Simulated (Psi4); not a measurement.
**C2H2FS− (SMILES C=C(F)[S-]) at M06-2X/6-311+G(d,p)**

What is the vertical ionisation energy of C2H2FS− at M06-2X/6-311+G**? 

The calculation is run with Psi4 1.11.

## (1) The molecule

C2H2FS−: 6 atoms, total charge -1, spin state singlet. As SMILES, `C=C(F)[S-]`. Geometry: relaxed at GFN2-xTB.

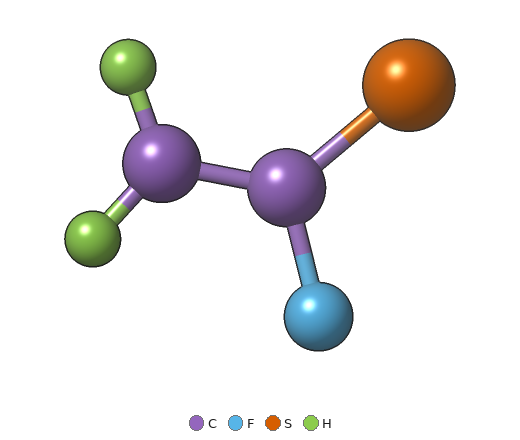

Viewed from a chosen angle; carbon purple, fluorine blue, sulfur orange, hydrogen green.

## (2) A single-point energy at M06-2X/6-311+G(d,p)

calc.dat

```
memory 1600 mb

molecule molecule1 {
  -1 1
  C
  C 1 1.339461
  F 2 1.398637 1 114.82141
  S 2 1.68394 1 129.06943 3 179.99768
  H 1 1.074061 2 120.1671 3 179.99165
  H 1 1.078551 5 118.33511 2 179.99807
  symmetry c1
  no_reorient
  no_com
}

set basis 6-311+G**
set reference rks
set puream true
set e_convergence 1e-09
set d_convergence 1e-08
set scf_type pk
set dft_radial_points 99
set dft_spherical_points 590

E = energy('m06-2x')
```

Run with:

```
$ psi4 calc.dat calc.out -n 1
```

calc.out, cut to the lines that bear on the results:

```text
[...]
  Running in c1 symmetry.
[...]
  Nuclear repulsion =  142.551973050027414
[...]
  Multiplicity = 1
[...]
  Nalpha       = 20
  Nbeta        = 20
[...]
    Number of basis functions: 108
[...]
   @RKS iter   1:  -575.18953916543023   -3.90955e-01   7.03443e-03 DIIS/ADIIS
[...]
   @RKS iter  12:  -575.45702600997970   -4.25189e-11   7.99105e-09 DIIS
[...]
    Orbital Energies [Eh]
    ---------------------
    Doubly Occupied:
       1A    -89.640217     2A    -25.054096     3A    -10.454666
       4A    -10.338346     5A     -8.007152     6A     -5.929210
       7A     -5.924544     8A     -5.923813     9A     -1.162069
      10A     -0.697392    11A     -0.577745    12A     -0.468681
      13A     -0.375336    14A     -0.364303    15A     -0.351891
      16A     -0.287326    17A     -0.219007    18A     -0.173080
      19A     -0.079378    20A     -0.055180
[...]
  @RKS Final Energy:  -575.45702600997970
   => Energetics <=
    Nuclear Repulsion Energy =            142.5519730500274136
    One-Electron Energy =               -1085.1866033950780093
    Two-Electron Energy =                 390.0449169687411768
    DFT Exchange-Correlation Energy =     -22.8673126336703021
    Empirical Dispersion Energy =           0.0000000000000000
    VV10 Nonlocal Energy =                  0.0000000000000000
    Total Energy =                       -575.4570260099796997
[...]
 Multipole Moments:
 ------------------------------------------------------------------------------------
     Multipole            Electronic (a.u.)      Nuclear  (a.u.)        Total (a.u.)
 ------------------------------------------------------------------------------------
 L = 1.  Multiply by 2.5417464519 to convert [e a0] to [Debye]
 Dipole X            :          0.0000424           -0.0000504           -0.0000080
 Dipole Y            :         -1.7225790            1.0202764           -0.7023026
 Dipole Z            :          3.7369592           -4.3851380           -0.6481788
 Magnitude           :                                                    0.9557011
[...]
```

Wall time 24 s (1 thread of Intel Xeon Gold 6455B (Sapphire Rapids), shared host); peak memory 0.59 GiB.

## (3) Doublet neutral C2H2FS: energy and gradient at UM06-2X/6-311+G(d,p)

c2h2fs.inp

```
memory 1.6 GB

molecule molecule1 {
  0 2
  C     -0.134120     0.748510     0.017720
  C      0.106370    -0.569060    -0.000420
  F      0.607450    -1.090970     1.196540
  S     -0.110620    -1.670340    -1.255710
  H     -0.520330     1.238760    -0.856410
  H      0.051250     1.343090     0.898280
  symmetry c1
  no_reorient
  no_com
}

set globals {
  basis 6-311+G**
  reference uks
  puream true
  e_convergence 1e-09
  d_convergence 1e-08
  scf_type pk
  dft_radial_points 99
  dft_spherical_points 590
  maxiter 200
}

e = gradient("m06-2x")
```

Run with:

```
$ psi4 -i c2h2fs.inp -o c2h2fs.out -n 1
```

c2h2fs.out, cut to the lines that bear on the results:

```text
[...]
  Running in c1 symmetry.
[...]
  Nuclear repulsion =  142.551973020014003
[...]
  Multiplicity = 2
[...]
  Nalpha       = 20
  Nbeta        = 19
[...]
    Number of basis functions: 108
[...]
   @UKS iter   1:  -575.19771751194025   -3.99133e-01   5.68156e-03 DIIS/ADIIS
[...]
   @UKS iter  18:  -575.36024049967784   -5.33191e-11   6.37183e-09 DIIS
[...]
   @S^2 Observed:                7.783100741E-01
[...]
  @UKS Final Energy:  -575.36024049967784
   => Energetics <=
    Nuclear Repulsion Energy =            142.5519730200140032
    One-Electron Energy =               -1075.8574790282741560
    Two-Electron Energy =                 380.6669524297296334
    DFT Exchange-Correlation Energy =     -22.7216869211473309
    Empirical Dispersion Energy =           0.0000000000000000
    VV10 Nonlocal Energy =                  0.0000000000000000
    Total Energy =                       -575.3602404996778432
[...]
 Multipole Moments:
 ------------------------------------------------------------------------------------
     Multipole            Electronic (a.u.)      Nuclear  (a.u.)        Total (a.u.)
 ------------------------------------------------------------------------------------
 L = 1.  Multiply by 2.5417464519 to convert [e a0] to [Debye]
 Dipole X            :         -6.0308079            5.7854910           -0.2453169
 Dipole Y            :         63.1185683          -62.1448153            0.9737531
 Dipole Z            :         17.1545156          -17.3416954           -0.1871798
 Magnitude           :                                                    1.0214752
[...]
  -Total Gradient:
     Atom            X                  Y                   Z
    ------   -----------------  -----------------  -----------------
       1        0.003964166882    -0.017247044947     0.002192341500
       2       -0.014262011162     0.034862571178    -0.022956248683
       3        0.009957592566    -0.010929922951     0.023468199573
       4        0.000061775318    -0.006712698094    -0.003539808583
       5        0.001573365704    -0.000417469998     0.004426841896
       6       -0.001288754856     0.000519710732    -0.003531450296
[...]
```

It took 55 s on 1 thread of Intel Xeon Gold 6455B (Sapphire Rapids), shared host; peak memory 0.6 GiB.

## (4) Outcome

Level: M06-2X/6-311+G**.

```
                                                              quantity          value
                                         singlet C2H2FS−: total energy  -575.45703 Eh
                                          singlet C2H2FS−: HOMO energy       -1.50 eV
                                          singlet C2H2FS−: LUMO energy        4.09 eV
singlet C2H2FS−: HOMO–LUMO gap (to an unbound level, set by the basis)        5.59 eV
                                  doublet neutral C2H2FS: total energy  -575.36024 Eh
                                 doublet neutral C2H2FS: dipole moment         2.60 D
            doublet neutral C2H2FS: HOMO energy (highest over α and β)       -8.59 eV
             doublet neutral C2H2FS: LUMO energy (lowest over α and β)       -3.75 eV
                                          doublet neutral C2H2FS: ⟨S²⟩          0.778
                      doublet neutral C2H2FS: largest force on an atom     2.268 eV/Å
                   vertical detachment energy (to the doublet neutral)       2.634 eV
```

The vertical ionisation energy comes to 2.63 eV (61 kcal/mol). The negative HOMO energy of the first species, 1.50 eV, lies 1.13 eV below that difference.
